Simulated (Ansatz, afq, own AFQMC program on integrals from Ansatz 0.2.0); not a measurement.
# BO (doublet): quantum Monte Carlo beside coupled cluster at distance B1–O2 = 2.167 Å, 6-31G, part 1 of 2

How near does AFQMC come to the top of the ladder for BO (doublet)?

The runs use Ansatz 0.2.0, Gaussian basis, and an in-house AFQMC program (afq) on its integrals; all values are calculated; 6-31G, frozen cores.

Plan: Full CI; PBE (unrestricted); r2SCAN (unrestricted); PBE0 (unrestricted); B3LYP (unrestricted); wB97M-V (unrestricted); B2PLYP (unrestricted); CCSD(T) on UHF; Full CI; Full CI (quartet); CCSDT(Q) on UHF; CCSDTQ on UHF; Phaseless AFQMC, CISD trial on UHF; Phaseless AFQMC, single-determinant trial on UHF; CCSD(T) on ROHF; Full CI; CCSDT(Q) on ROHF; CCSDTQ on ROHF; Phaseless AFQMC, CISD trial on ROHF; Phaseless AFQMC, single-determinant trial on ROHF.

5 further runs of the same task are left out: 5 that didn't finish.

### Step 1. The system

The geometry derives from a PBE0/def2-TZVP stationary point (not a proven minimum). One bond is set to the value named and the two fragments are kept rigid.

2 atoms, charge 0, spin multiplicity 2.

Atoms are counted from 1 here; the program's logs count them from 0.

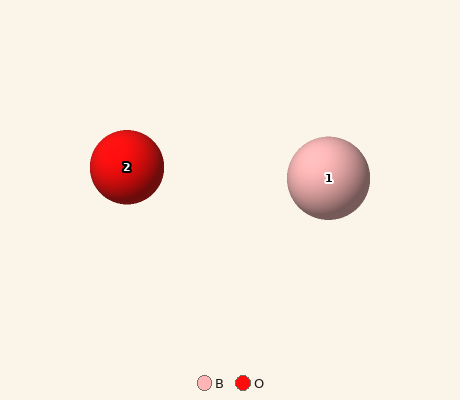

The structure; boron pink, oxygen red; atoms are numbered from 1 in the order of the file.

Coordinates:

```xyz
2
charge 0, multiplicity 2
B     0.00000    0.00000    0.00000
O     0.00000    0.00000    2.16700
```

### Step 2. Full CI

in.yaml reads:

```yaml
crystal:
  periodic: [false, false, false]
  atoms:
    - {symbol: B, position_ang: [0.000000, 0.000000, 0.000000]}
    - {symbol: O, position_ang: [0.000000, 0.000000, 2.167000]}
basis:
  gaussian: {orbitals: 6-31G}
magnetization: {spin_polarized: false, initial_magnetization: 1}
correlation: {method: fci, electrons: outside_noble_gas}
```

Command:

```console
> ansatz run in.yaml --threads 1 --pin off --events-out ev --progress --plain --max-ram 24576MiB --backend cuda --devices 0, --max-vram 18GiB
```

Output, shortened:

```text
Functional definition: HF
  name "HF"
  cite "Fock, Z. Phys. 61, 126 (1930) doi:10.1007/BF01340294"
  parent pbe
[...]
336 factors; integrals over basis functions are off by at most 4.1e-8 eV
[...]
mean field -2701.86769315 eV, -99.2918063315 hartree, gradient 2.5e-6 eV, S^2 0.750000; 14 other end points of the search recorded, 0 dependent functions left out
[...]
determinant -2701.86769315 eV, -99.2918063315 hartree, with singles and doubles -2706.55957758 eV, -99.4642299040 hartree
determinant -2700.61522344 eV, -99.2457789185 hartree, with singles and doubles -2705.44820993 eV, -99.4233878964 hartree
determinant -2698.62204778 eV, -99.1725310641 hartree, with singles and doubles -2702.53591160 eV, -99.3163629067 hartree
unrestricted determinant -2702.44166786 eV, -99.3128995130 hartree, S^2 1.3132
2 core orbitals not correlated: weight in the atoms' cores, before any rotation towards them, 1.000 or more for the frozen orbitals, at most 0.000 for the correlated occupied ones
reference -2701.86769315 eV, -99.2918063315 hartree; 5, 4 occupied and 11, 12 virtual orbitals, 336 factors
state -2706.83778185 eV, -99.4744537224 hartree
Total energy: -2706.83778185 eV, -99.4744537224 hartree
```

It took 7.5 s on 1 × NVIDIA H100 80GB HBM3 with 1 thread of AMD EPYC 7R13 (Zen 3), shared host.

From the report: 1,987,440 determinants, symmetry B1.

### Step 3. PBE (unrestricted)

in.yaml reads:

```yaml
crystal:
  periodic: [false, false, false]
  atoms:
    - {symbol: B, position_ang: [0.000000, 0.000000, 0.000000]}
    - {symbol: O, position_ang: [0.000000, 0.000000, 2.167000]}
basis:
  gaussian: {orbitals: 6-31G}
magnetization: {spin_polarized: true, initial_magnetization: 1}
hamiltonian: {xc: {name: PBE}}
output: {orbitals: {seedname: orbitals}}
```

Command:

```console
> ansatz run in.yaml --threads 1 --pin off --events-out ev --progress --plain --max-ram 8192MiB --backend cpu
```

Output, shortened:

```text
Functional definition: PBE
  name "PBE"
  cite "Perdew, Burke & Ernzerhof, Phys. Rev. Lett. 77, 3865 (1996) doi:10.1103/PhysRevLett.77.3865"
  parent pbe
[...]
201 factors; integrals over basis functions are off by at most 1.9e-4 eV
[...]
mean field -2712.34345208 eV, -99.6767833717 hartree, gradient 1.4e-5 eV, S^2 0.793835; 8 other end points of the search recorded, 0 dependent functions left out
reference -2712.34346993 eV, -99.6767840275 hartree; 7, 6 occupied and 11, 12 virtual orbitals, 201 factors
Total energy: -2712.34346993 eV, -99.6767840275 hartree
```

It took 0.85 s on 1 thread of AMD EPYC 7R13 (Zen 3), shared host.

From the report: ⟨S²⟩ of the determinant 0.794 (pure doublet: 0.75).

### Step 4. r2SCAN (unrestricted)

in.yaml, as its differences from that of step 3:

```diff
@@ -8,3 +8,2 @@
 magnetization: {spin_polarized: true, initial_magnetization: 1}
-hamiltonian: {xc: {name: PBE}}
-output: {orbitals: {seedname: orbitals}}
+hamiltonian: {xc: {name: r2SCAN}}
```

Same command.

Output, shortened:

```text
Functional definition: r2SCAN
  name "r2SCAN"
  cite "Furness, Kaplan, Ning, Perdew & Sun, J. Phys. Chem. Lett. 11, 8208 (2020) doi:10.1021/acs.jpclett.0c02405"
  cite "Furness, Kaplan, Ning, Perdew & Sun, J. Phys. Chem. Lett. 11, 9248 (2020) doi:10.1021/acs.jpclett.0c03077"
  parent r2scan
[...]
201 factors; integrals over basis functions are off by at most 1.9e-4 eV
[...]
mean field -2713.97474911 eV, -99.7367324315 hartree, gradient 2.2e-5 eV, S^2 0.822261; 9 other end points of the search recorded, 0 dependent functions left out
reference -2713.97475407 eV, -99.7367326138 hartree; 7, 6 occupied and 11, 12 virtual orbitals, 201 factors
Total energy: -2713.97475407 eV, -99.7367326138 hartree
```

It took 1.7 s on 1 thread of AMD EPYC 7R13 (Zen 3), shared host.

From the report: ⟨S²⟩ of the determinant 0.822 (pure doublet: 0.75).

### Step 5. PBE0 (unrestricted)

in.yaml, as its differences from that of step 4:

```diff
@@ -8,2 +8,3 @@
 magnetization: {spin_polarized: true, initial_magnetization: 1}
-hamiltonian: {xc: {name: r2SCAN}}
+hamiltonian: {xc: {name: PBE0}}
+output: {orbitals: {seedname: orbitals}}
```

Launched as before.

Output, shortened:

```text
Functional definition: PBE0
  name "PBE0"
  cite "Adamo & Barone, J. Chem. Phys. 110, 6158 (1999) doi:10.1063/1.478522"
  cite "Perdew, Burke & Ernzerhof, Phys. Rev. Lett. 77, 3865 (1996) doi:10.1103/PhysRevLett.77.3865"
  parent pbe
[...]
201 factors; integrals over basis functions are off by at most 1.9e-4 eV
[...]
mean field -2712.15346853 eV, -99.6698016047 hartree, gradient 1.6e-5 eV, S^2 0.811589; 5 other end points of the search recorded, 0 dependent functions left out
reference -2712.15348135 eV, -99.6698020758 hartree; 7, 6 occupied and 11, 12 virtual orbitals, 201 factors
Total energy: -2712.15348135 eV, -99.6698020758 hartree
```

Run time: 0.73 s. Hardware: 1 thread of AMD EPYC 7R13 (Zen 3), shared host.

From the report: ⟨S²⟩ of the determinant 0.812 (pure doublet: 0.75).

### Step 6. B3LYP (unrestricted)

in.yaml, as its differences from that of step 5:

```diff
@@ -8,3 +8,2 @@
 magnetization: {spin_polarized: true, initial_magnetization: 1}
-hamiltonian: {xc: {name: PBE0}}
-output: {orbitals: {seedname: orbitals}}
+hamiltonian: {xc: {name: B3LYP}}
```

Launched as before.

Output, shortened:

```text
Functional definition: B3LYP
  name "B3LYP"
  cite "Stephens, Devlin, Chabalowski & Frisch, J. Phys. Chem. 98, 11623 (1994) doi:10.1021/j100096a001"
  cite "Becke, Phys. Rev. A 38, 3098 (1988) doi:10.1103/PhysRevA.38.3098"
  cite "Lee, Yang & Parr, Phys. Rev. B 37, 785 (1988) doi:10.1103/PhysRevB.37.785"
  cite "Vosko, Wilk & Nusair, Can. J. Phys. 58, 1200 (1980) doi:10.1139/p80-159"
[...]
201 factors; integrals over basis functions are off by at most 1.9e-4 eV
[...]
mean field -2715.55999724 eV, -99.7949892259 hartree, gradient 1.6e-5 eV, S^2 0.801909; 5 other end points of the search recorded, 0 dependent functions left out
reference -2715.56013713 eV, -99.7949943669 hartree; 7, 6 occupied and 11, 12 virtual orbitals, 201 factors
Total energy: -2715.56013713 eV, -99.7949943669 hartree
```

Run time: 0.91 s. Hardware: 1 thread of AMD EPYC 7R13 (Zen 3), shared host.

From the report: ⟨S²⟩ of the determinant 0.802 (pure doublet: 0.75).

### Step 7. wB97M-V (unrestricted)

in.yaml, as its differences from that of step 6:

```diff
@@ -8,2 +8,3 @@
 magnetization: {spin_polarized: true, initial_magnetization: 1}
-hamiltonian: {xc: {name: B3LYP}}
+hamiltonian: {xc: {name: wB97M-V}}
+output: {orbitals: {seedname: orbitals}}
```

Same command.

Output, shortened:

```text
Functional definition: wB97M-V
  name "wB97M-V"
  cite "Mardirossian & Head-Gordon, J. Chem. Phys. 144, 214110 (2016) doi:10.1063/1.4952647"
  cite "Becke, J. Chem. Phys. 107, 8554 (1997) doi:10.1063/1.475007"
  cite "Vydrov & Van Voorhis, J. Chem. Phys. 133, 244103 (2010) doi:10.1063/1.3521275"
  # Of w^i u^j: cxij and so on, Table III.
[...]
  gx(w, u) = 1 - cx + cx01*u + cx10*w
[...]
201 factors; integrals over basis functions are off by at most 1.9e-4 eV
78 factors; integrals over basis functions are off by at most 1.0e-5 eV
[...]
mean field -2714.60682663 eV, -99.7599608521 hartree, gradient 1.2e-5 eV, S^2 0.794817; 4 other end points of the search recorded, 0 dependent functions left out
reference -2714.60684608 eV, -99.7599615670 hartree; 7, 6 occupied and 11, 12 virtual orbitals, 201 factors
Total energy: -2714.60684608 eV, -99.7599615670 hartree
```

It took 2.4 s on 1 thread of AMD EPYC 7R13 (Zen 3), shared host.

From the report: ⟨S²⟩ of the determinant 0.795 (pure doublet: 0.75).

### Step 8. B2PLYP (unrestricted)

in.yaml, as its differences from that of step 7:

```diff
@@ -8,3 +8,3 @@
 magnetization: {spin_polarized: true, initial_magnetization: 1}
-hamiltonian: {xc: {name: wB97M-V}}
-output: {orbitals: {seedname: orbitals}}
+hamiltonian: {xc: {name: B2PLYP}}
+correlation: {electrons: outside_noble_gas}
```

The command is unchanged.

Output, shortened:

```text
Functional definition: B2PLYP
  name "B2PLYP"
  cite "Grimme, J. Chem. Phys. 124, 034108 (2006) doi:10.1063/1.2148954"
  cite "Becke, Phys. Rev. A 38, 3098 (1988) doi:10.1103/PhysRevA.38.3098"
  cite "Lee, Yang & Parr, Phys. Rev. B 37, 785 (1988) doi:10.1103/PhysRevB.37.785"
[...]
201 factors; integrals over basis functions are off by at most 1.9e-4 eV
[...]
mean field -2711.04554458 eV, -99.6290861506 hartree, gradient 2.0e-6 eV, S^2 0.962678; 11 other end points of the search recorded, 0 dependent functions left out
2 core orbitals not correlated: weight in the atoms' cores, before any rotation towards them, 1.000 or more for the frozen orbitals, at most 0.000 for the correlated occupied ones
reference -2711.04562989 eV, -99.6290892856 hartree; 5, 4 occupied and 11, 12 virtual orbitals, 201 factors
second order -4.71156171 eV of doubles, -0.00000000 eV of singles
Total energy: -2712.31775155 eV, -99.6758388944 hartree
```

Wall time 1.8 s (1 thread of AMD EPYC 7R13 (Zen 3), shared host).

From the report: ⟨S²⟩ of the determinant 0.963 (pure doublet: 0.75).

### Step 9. CCSD(T) on UHF

in.yaml, as its differences from that of step 8:

```diff
@@ -8,3 +8,2 @@
 magnetization: {spin_polarized: true, initial_magnetization: 1}
-hamiltonian: {xc: {name: B2PLYP}}
-correlation: {electrons: outside_noble_gas}
+correlation: {method: ccsd_t, electrons: outside_noble_gas, hamiltonian_folder: ham}
```

Command:

```console
> ansatz run in.yaml --threads 1 --pin off --events-out ev --progress --plain --max-ram 24576MiB --backend cuda --devices 0, --max-vram 18GiB
```

Output, shortened:

```text
Functional definition: HF
  name "HF"
  cite "Fock, Z. Phys. 61, 126 (1930) doi:10.1007/BF01340294"
  parent pbe
[...]
201 factors; integrals over basis functions are off by at most 1.9e-4 eV
[...]
mean field -2702.44162344 eV, -99.3128978807 hartree, gradient 2.1e-6 eV, S^2 1.313209; 39 other end points of the search recorded, 0 dependent functions left out
determinant -2702.44162344 eV, -99.3128978807 hartree, with singles and doubles -2706.57403852 eV, -99.4647613340 hartree
[...]
reference -2702.44162344 eV, -99.3128978807 hartree; 5, 4 occupied and 11, 12 virtual orbitals, 201 factors
second order -2.73027046 eV of doubles, -0.00000000 eV of singles
cycle   1  -4.18075674 eV  change    9.5e-8 eV  update   4.8e-6
cycle   2  -4.18075485 eV  change    1.9e-6 eV  update   3.7e-6
perturbative correction -0.11393450 eV, -0.0041870157 hartree
WARN: the results are in doubt because among natural orbitals full CI differs from the method by -0.108 eV
Total energy: -2706.73631279 eV, -99.4707248032 hartree
In doubt: among natural orbitals full CI differs from the method by -0.108 eV
```

Run time: 15 s. Hardware: 1 × NVIDIA H100 80GB HBM3 with 1 thread of AMD EPYC 7R13 (Zen 3), shared host.

From the report: ⟨S²⟩ of the determinant 1.313 (pure doublet: 0.75); correlation -4.2947 eV; T1 0.098; largest double amplitude 0.16. The determinant is far from a pure spin state, so its energy mixes those of several spin states (harmless only where they are near-degenerate, as at dissociation). The program marks this result as in doubt; its last lines say why.

This run also writes the integrals to the folder ham.

### Step 10. Full CI

in.yaml reads:

```yaml
hamiltonian:
  integrals:
    folder: ../ham
correlation: {method: fci}
```

Launched as before.

Output:

```text
Functional definition: HF
  name "HF"
  cite "Fock, Z. Phys. 61, 126 (1930) doi:10.1007/BF01340294"
  parent pbe
  exchange = exact_x
  correlation = 0
reference -2702.44162344 eV, -99.3128978807 hartree; 5, 4 occupied and 11, 12 virtual orbitals, 201 factors
state -2706.83753517 eV, -99.4744446573 hartree
Total energy: -2706.83753517 eV, -99.4744446573 hartree
```

It took 9.5 s on 1 × NVIDIA H100 80GB HBM3 with 1 thread of AMD EPYC 7R13 (Zen 3), shared host.

From the report: 1,987,440 determinants.

### Step 11. Full CI (quartet)

in.yaml reads:

```yaml
crystal:
  periodic: [false, false, false]
  atoms:
    - {symbol: B, position_ang: [0.000000, 0.000000, 0.000000]}
    - {symbol: O, position_ang: [0.000000, 0.000000, 2.167000]}
basis:
  gaussian: {orbitals: 6-31G}
magnetization: {spin_polarized: false, initial_magnetization: 3}
correlation: {method: fci, electrons: outside_noble_gas}
```

Same command.

Output, shortened:

```text
Functional definition: HF
  name "HF"
  cite "Fock, Z. Phys. 61, 126 (1930) doi:10.1007/BF01340294"
  parent pbe
[...]
336 factors; integrals over basis functions are off by at most 4.1e-8 eV
[...]
mean field -2701.69519748 eV, -99.2854672326 hartree, gradient 2.2e-6 eV, S^2 3.750000; 17 other end points of the search recorded, 0 dependent functions left out
[...]
determinant -2701.62458883 eV, -99.2828724128 hartree, with singles and doubles -2704.77609347 eV, -99.3986880719 hartree
2 core orbitals not correlated: weight in the atoms' cores, before any rotation towards them, 1.000 or more for the frozen orbitals, at most 0.000 for the correlated occupied ones
reference -2701.69519748 eV, -99.2854672326 hartree; 6, 3 occupied and 10, 13 virtual orbitals, 336 factors
state -2705.02254628 eV, -99.4077450456 hartree
Total energy: -2705.02254628 eV, -99.4077450456 hartree
```

Wall time 9.5 s (1 × NVIDIA H100 80GB HBM3 with 1 thread of AMD EPYC 7R13 (Zen 3), shared host).

From the report: 1,120,064 determinants, symmetry A1.

### Step 12. CCSDT(Q) on UHF

in.yaml reads:

```yaml
crystal:
  periodic: [false, false, false]
  atoms:
    - {symbol: B, position_ang: [0.000000, 0.000000, 0.000000]}
    - {symbol: O, position_ang: [0.000000, 0.000000, 2.167000]}
basis:
  gaussian: {orbitals: 6-31G}
magnetization: {spin_polarized: true, initial_magnetization: 1}
correlation: {method: ccsdt_q, electrons: outside_noble_gas}
```

The command is unchanged.

Output, shortened:

```text
Functional definition: HF
  name "HF"
  cite "Fock, Z. Phys. 61, 126 (1930) doi:10.1007/BF01340294"
  parent pbe
[...]
336 factors; integrals over basis functions are off by at most 4.1e-8 eV
[...]
mean field -2702.44166786 eV, -99.3128995131 hartree, gradient 1.4e-6 eV, S^2 1.313218; 39 other end points of the search recorded, 0 dependent functions left out
[...]
reference -2702.44166786 eV, -99.3128995131 hartree; 5, 4 occupied and 11, 12 virtual orbitals, 336 factors
second order -2.73030725 eV of doubles, -0.00000000 eV of singles
cycle   1  -3.18026886 eV  change   -4.5e-1 eV  update   1.0e-1
[...]
cycle  37  -4.38136071 eV  change   -3.5e-7 eV  update   2.4e-7
perturbative correction -0.04042293 eV, -0.0014855151 hartree
Total energy: -2706.86345149 eV, -99.4753970643 hartree
```

It took 15 s on 1 × NVIDIA H100 80GB HBM3 with 1 thread of AMD EPYC 7R13 (Zen 3), shared host.

From the report: ⟨S²⟩ of the determinant 1.313 (pure doublet: 0.75); correlation -4.4218 eV; T1 0.109; largest double amplitude 0.18. The determinant is far from a pure spin state, so its energy mixes those of several spin states (harmless only where they are near-degenerate, as at dissociation).

### Step 13. CCSDTQ on UHF

in.yaml, as its differences from that of step 12:

```diff
@@ -8,2 +8,2 @@
 magnetization: {spin_polarized: true, initial_magnetization: 1}
-correlation: {method: ccsdt_q, electrons: outside_noble_gas}
+correlation: {method: ccsdtq, electrons: outside_noble_gas}
```

Same command.

Output, shortened:

```text
Functional definition: HF
  name "HF"
  cite "Fock, Z. Phys. 61, 126 (1930) doi:10.1007/BF01340294"
  parent pbe
[...]
336 factors; integrals over basis functions are off by at most 4.1e-8 eV
[...]
mean field -2702.44166786 eV, -99.3128995131 hartree, gradient 1.4e-6 eV, S^2 1.313218; 39 other end points of the search recorded, 0 dependent functions left out
[...]
2 core orbitals not correlated: weight in the atoms' cores, before any rotation towards them, 1.000 or more for the frozen orbitals, at most 0.000 for the correlated occupied ones
reference -2702.44166786 eV, -99.3128995131 hartree; 5, 4 occupied and 11, 12 virtual orbitals, 336 factors
second order -2.73030725 eV of doubles, -0.00000000 eV of singles
cycle   1  -3.18026886 eV  change   -4.5e-1 eV  update   1.0e-1
[...]
cycle  39  -4.39708365 eV  change   -2.0e-7 eV  update   7.8e-7
Total energy: -2706.83875150 eV, -99.4744893566 hartree
```

Wall time 38 s (1 × NVIDIA H100 80GB HBM3 with 1 thread of AMD EPYC 7R13 (Zen 3), shared host).

From the report: ⟨S²⟩ of the determinant 1.313 (pure doublet: 0.75); correlation -4.3971 eV; T1 0.109; largest double amplitude 0.18. The determinant is far from a pure spin state, so its energy mixes those of several spin states (harmless only where they are near-degenerate, as at dissociation).

### Step 14. Phaseless AFQMC, CISD trial on UHF

It reads the integrals that the CCSD(T) run on this determinant wrote.

Command:

```console
> afq ham --method phaseless --trial cisd --walkers 4000 --populations 20 --least-time 60 --time-step 0.005 --steps-per-block 50 --equilibration-blocks 40 --max-blocks 4000 --target-error 0.00036 --factor-cut 1e-05 --start spin_pure --seed 6795 --release-times 0.24,0.51,0.99,1.62,2.4 --release-step 0.03 --release-every 3 --taylor-order 6
```

Output:

```text
orbitals 16  electrons 5 4  factors 85 of 201
reference energy -99.31289788 Eh
CCSD correlation -0.15363972 Eh in 20 cycles, weight of the determinant in the CISD state 0.7121
energy of the start -99.447474 Eh
 block  time / (1/Eh)  mean weight  energy / Eh
     1     0.250  1.0000  -99.455269
     2     0.500  0.9999  -99.459913
     3     0.750  1.0002  -99.463564
     4     1.000  0.9999  -99.464897
     5     1.250  1.0000  -99.466830
     6     1.500  0.9999  -99.467951
     7     1.750  1.0001  -99.469898
     8     2.000  1.0003  -99.470161
     9     2.250  1.0000  -99.469912
    10     2.500  0.9997  -99.469256
    11     2.750  1.0000  -99.470462
    13     3.250  1.0001  -99.471705
    15     3.750  0.9999  -99.472157
    17     4.250  1.0000  -99.472380
    19     4.750  0.9999  -99.470608
    21     5.250  0.9999  -99.472486
    23     5.750  1.0001  -99.472443
    25     6.250  1.0001  -99.472316
    27     6.750  1.0001  -99.472392
    29     7.250  0.9998  -99.472482
    31     7.750  1.0000  -99.473648
    33     8.250  1.0000  -99.473263
    35     8.750  0.9999  -99.474421
    37     9.250  1.0001  -99.474010
    39     9.750  1.0004  -99.473154
    41    10.250  1.0001  -99.472920
    43    10.750  0.9997  -99.474363
    45    11.250  0.9999  -99.472662
    47    11.750  0.9998  -99.472636
    49    12.250  1.0001  -99.473026
    51    12.750  0.9998  -99.473880
    53    13.250  1.0000  -99.472216
    55    13.750  1.0002  -99.471867
    57    14.250  0.9998  -99.471482
    59    14.750  1.0001  -99.471807
    61    15.250  0.9997  -99.472275
    63    15.750  0.9999  -99.471886
    65    16.250  1.0000  -99.473250
    67    16.750  0.9999  -99.473683
    69    17.250  1.0001  -99.478766
    71    17.750  0.9997  -99.471434
    73    18.250  0.9997  -99.474064
    75    18.750  1.0002  -99.473291
    77    19.250  1.0004  -99.472721
    79    19.750  1.0004  -99.471788
    81    20.250  1.0001  -99.475151
    83    20.750  1.0000  -99.473238
    85    21.250  1.0001  -99.471780
    87    21.750  1.0001  -99.472603
    89    22.250  1.0004  -99.471667
error from the spread of 20 populations
released: time / (1/Eh)  energy / Eh  error  mean overlap
  0.24  -99.473002  0.000233  1.0013
  0.51  -99.473701  0.000358  1.0006
  0.99  -99.473526  0.000268  1.0003
  1.62  -99.473791  0.000457  1.0019
  2.40  -99.474705  0.000548  1.0028
energy -99.472871 +/- 0.000293 Eh
```

Wall time 24 s (1 × NVIDIA H100 80GB HBM3 with 2 threads of AMD EPYC 7R13 (Zen 3), shared host).

Energy -2706.7947 ± 0.0080 eV. Caveats: constraint bias not in the error; large difference.

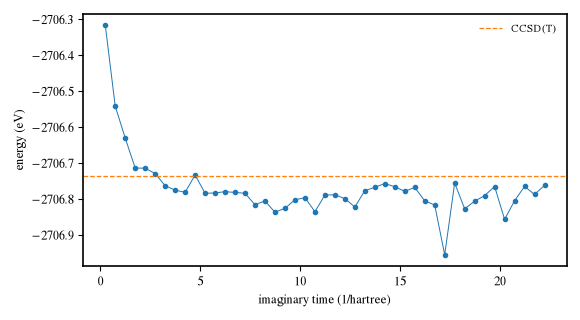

Block energies along the walk.

(Continued in part 2 of 2.)
